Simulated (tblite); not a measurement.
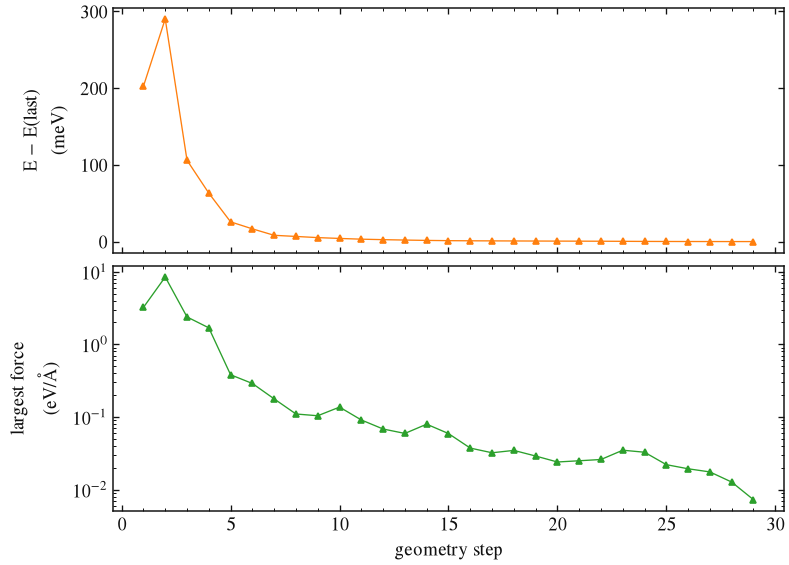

History of a geometry optimisation.

System: C6H4FN (SMILES N#CC1=CCC=C1F).
Method: GFN2-xTB geometry optimisation, gas phase in tblite 0.8.0.

Q: How did it end, and what did it gain?

A: The optimisation met its thresholds at geometry 29, counting the start as the first. The energy fell by about 200 meV from the first step to the last, with a rise at step 2. The largest force goes from about 3.2 eV/Å at the start to 7 × 10⁻³ eV/Å at the end, with a peak of 8.4 eV/Å at step 2.
